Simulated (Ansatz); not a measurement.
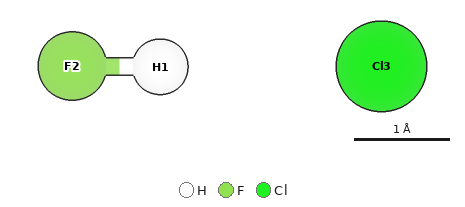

Figure 1. The input geometry (ball-and-stick view, seen on its broad side; atoms are numbered from 1 in the order of the input).

## Run report: HClF, nudged elastic band

- system: HClF, multiplicity 2
- method: UKS PBE0-D4/def2-SVP (Ansatz 0.2.0)

Figures and captions count atoms from 1; the log counts them from 0 in places.

**Output**
```
Functional definition: PBE0
  name "PBE0"
  cite "Adamo & Barone, J. Chem. Phys. 110, 6158 (1999) doi:10.1063/1.478522"
  cite "Perdew, Burke & Ernzerhof, Phys. Rev. Lett. 77, 3865 (1996) doi:10.1103/PhysRevLett.77.3865"
  parent pbe
  parameter a = 0.25
  parameter kappa = 0.804
  parameter beta = 0.06672455060314922
  exchange = (1 - a)*pbe_x(kappa = kappa, mu = beta*pi^2/3) + a*exact_x
  correlation = pbe_c(beta = beta)
358 factors; integrals over basis functions are off by at most 3.5e-4 eV
mean field evaluation 1: about -15239.8175 eV, gradient 2.1e1 eV
mean field evaluation 2: about -15224.1235 eV, gradient 5.6e1 eV
mean field evaluation 4: about -15241.0492 eV, gradient 5.5e0 eV
mean field evaluation 8: about -15241.1631 eV, gradient 4.7e-2 eV
mean field evaluation 16: about -15241.1631 eV, gradient 2.0e-4 eV
mean field evaluation 32: about -15241.1631 eV, gradient 1.3e-10 eV
mean field -15241.16310416 eV, -560.1024132464 hartree, gradient 8.3e-11 eV, S^2 0.752387; 3 other end points of the search recorded, 0 dependent functions left out
the calculation of the forces begins
reference -15241.16311555 eV, -560.1024136651 hartree; 14, 13 occupied and 23, 24 virtual orbitals, 358 factors
366 factors; integrals over basis functions are off by at most 6.9e-4 eV
mean field evaluation 64: about -15239.7571 eV, gradient 8.0e0 eV
mean field -15240.07678044 eV, -560.0624915861 hartree, gradient 1.8e-5 eV, S^2 0.752775; 3 other end points of the search recorded, 0 dependent functions left out
[... from here on the field's lines of each further geometry are left out, up to the last ...]
WARN: NEB end point (image 6): max|allowed force component| = 2.825e-1 eV/Å (the criterion of neb.relax_end_points is 1.000e-2). That is over neb.f_tol: it is no minimum, so the barrier can be far off. Relax it first
NEB iter   1: max|band force component| = 4.162e0 eV/Å  barrier→ = 2.7199 eV  barrier← = 1.6378 eV  Δτ_max = 0.2000 Å  (890 SCF iters)
NEB iter   2: max|band force component| = 3.341e0 eV/Å  barrier→ = 1.2839 eV  barrier← = 0.2018 eV  Δτ_max = 0.2000 Å  (309 SCF iters)
NEB iter   3: max|band force component| = 1.083e1 eV/Å  barrier→ = 1.1105 eV  barrier← = 0.0284 eV  Δτ_max = 0.0998 Å  (248 SCF iters)
NEB iter   4: max|band force component| = 1.252e0 eV/Å  barrier→ = 1.1115 eV  barrier← = 0.0294 eV  Δτ_max = 0.1328 Å  (242 SCF iters)
NEB iter   5: max|band force component| = 2.171e0 eV/Å  barrier→ = 1.1126 eV  barrier← = 0.0305 eV  Δτ_max = 0.0298 Å  (239 SCF iters)
NEB iter   6: max|band force component| = 5.159e-1 eV/Å  barrier→ = 1.1122 eV  barrier← = 0.0301 eV  Δτ_max = 0.0571 Å  (218 SCF iters)
NEB iter   7: max|band force component| = 1.288e-1 eV/Å  barrier→ = 1.1107 eV  barrier← = 0.0286 eV  CI = image 4  Δτ_max = 0.0291 Å  (230 SCF iters)
the calculation of the forces begins
reference -15240.08521966 eV, -560.0628017216 hartree; 14, 13 occupied and 23, 24 virtual orbitals, 366 factors
these checks for a lower state are left out or cut short: stability, starts, cluster_reference, orbital_swaps, neighbouring_geometries, increment
366 factors; integrals over basis functions are off by at most 7.0e-4 eV
mean field -15240.08668729 eV, -560.0628556562 hartree, gradient 1.4e-6 eV, S^2 0.752705; 0 other end points of the search recorded, 0 dependent functions left out
the calculation of the forces begins
reference -15240.08669810 eV, -560.0628560533 hartree; 14, 13 occupied and 23, 24 virtual orbitals, 366 factors
NEB iter   8: max|band force component| = 3.504e-2 eV/Å  barrier→ = 1.1125 eV  barrier← = 0.0304 eV  CI = image 4  Δτ_max = 0.0000 Å  (1224 SCF iters)
```

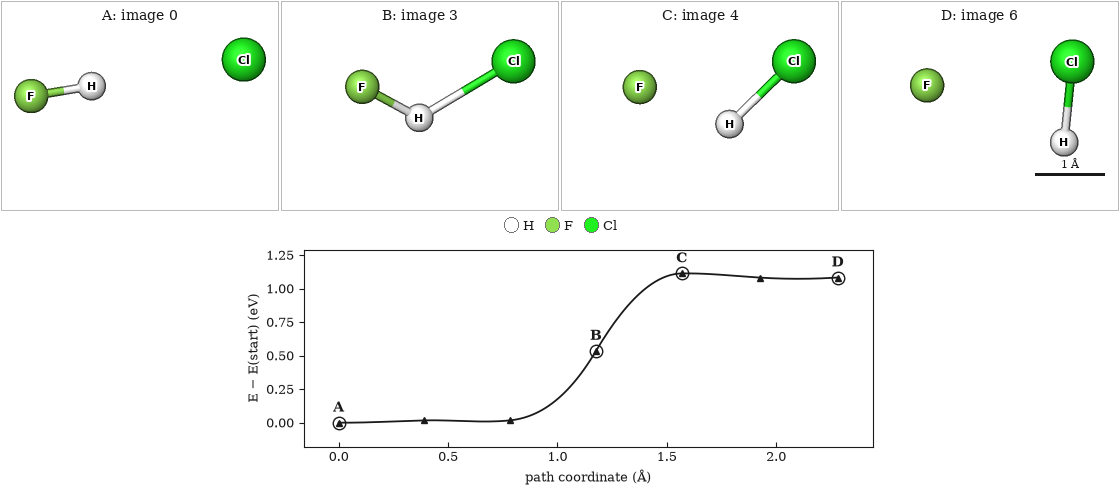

Figure 2. Images of the last band (counted from 0; ball-and-stick, seen at a tilt) above the energy along the path; the line is a cubic interpolation that uses the forces. The highest image is number 4, 1.113 eV above the start and 0.030 eV above the end (the climbing image); the end lies 1.082 eV above the start. The path is 2.28 Å long. The band converged in 8 iterations. The end points carry forces over 0.1 eV/Å, so they aren't fully relaxed minima and the barriers are approximate.

```
Total energy: -15240.06280770 eV, -560.0619780974 hartree
Atom 0 at     0.539312    -0.133328     0.103813 Å, force    -0.008223    -0.022099     0.017258 eV/Å
Atom 1 at    -0.830624    -0.751210     0.586983 Å, force     0.012100     0.005295    -0.004141 eV/Å
Atom 2 at     0.291313     0.884538    -0.690696 Å, force    -0.003877     0.016804    -0.013117 eV/Å
Dipole moment:     0.259051     0.029633    -0.023283 e Å
```

**The last band as extended XYZ (Å, eV, eV/Å)**
```
3
Properties=species:S:1:pos:R:3:forces:R:3 image=0 energy=-15241.17532
H    -0.2792   -0.2961    0.2314   -0.0286  -0.0273   0.0213
F    -0.8445   -0.8734    0.6824    0.0285   0.0278  -0.0217
Cl    1.1237    1.1695   -0.9137    0.0000  -0.0005   0.0004
3
Properties=species:S:1:pos:R:3:forces:R:3 image=1 energy=-15241.15837
H     0.0523   -0.4523    0.3531    0.0022   0.0115  -0.0090
F    -0.7301   -0.8395    0.6558   -0.0212  -0.0345   0.0269
Cl    0.6778    1.2917   -1.0088    0.0190   0.0230  -0.0179
3
Properties=species:S:1:pos:R:3:forces:R:3 image=2 energy=-15241.15794
H     0.2829   -0.5010    0.3910   -0.0457  -0.1632   0.1274
F    -0.6122   -0.6986    0.5458    0.0454   0.0169  -0.0132
Cl    0.3293    1.1996   -0.9367    0.0004   0.1463  -0.1142
3
Properties=species:S:1:pos:R:3:forces:R:3 image=3 energy=-15240.64033
H     0.3277   -0.2764    0.2157   -1.8907  -1.4131   1.1043
F    -0.5840   -0.7116    0.5559    1.7604   0.5957  -0.4661
Cl    0.2563    0.9880   -0.7715    0.1303   0.8174  -0.6382
3
Properties=species:S:1:pos:R:3:forces:R:3 image=4 energy=-15240.06280
H     0.5393   -0.1333    0.1038   -0.0082  -0.0221   0.0173
F    -0.8306   -0.7512    0.5870    0.0121   0.0053  -0.0041
Cl    0.2913    0.8845   -0.6907   -0.0039   0.0168  -0.0131
3
Properties=species:S:1:pos:R:3:forces:R:3 image=5 energy=-15240.09381
H     0.7963   -0.1415    0.1100    0.0817   0.0109  -0.0086
F    -1.1087   -0.6588    0.5150   -0.0519   0.0045  -0.0035
Cl    0.3124    0.8003   -0.6250   -0.0297  -0.0154   0.0120
3
Properties=species:S:1:pos:R:3:forces:R:3 image=6 energy=-15240.09321
H     0.9722   -0.3210    0.2501    0.0398  -0.1536   0.1199
F    -1.4409   -0.2871    0.2250   -0.2298  -0.1288   0.1007
Cl    0.4688    0.6081   -0.4750    0.1900   0.2825  -0.2206
```

The run was set up as follows.

**Input file**
```yaml
crystal:
  periodic: [false, false, false]
  atoms:
    - {symbol: H, position_ang: [-0.279174, -0.296135, 0.231387]}
    - {symbol: F, position_ang: [-0.844549, -0.873374, 0.682364]}
    - {symbol: Cl, position_ang: [1.123724, 1.169509, -0.913651]}
basis:
  gaussian: {orbitals: def2-SVP}
magnetization: {spin_polarized: true, initial_magnetization: 1}
hamiltonian: {xc: pbe0, dispersion: d4}
neb:
  images: 5
  climbing: true
  max_iterations: 40
  initial_path: idpp
  final_atoms:
    - {symbol: H, position_ang: [1.014368, -0.225633, 0.175605]}
    - {symbol: F, position_ang: [-1.386005, -0.422844, 0.330944]}
    - {symbol: Cl, position_ang: [0.371637, 0.648477, -0.506449]}
```

Command:
```bash
ansatz run in.yaml --threads 2 --pin off --events-out ev --progress --plain --max-ram 4352MiB
```

**Key numbers**

| quantity | value |
| --- | --- |
| outcome | converged |
| barrier, forward | 1.113 eV |
| barrier, backward | 0.030 eV |
| dipole moment (one image of the band) | 1.26 D |
| hardware | 2 CPU threads, shared host |
| wall time | 35 s (CPU time 65 s) |
| peak memory | 0.24 GiB |
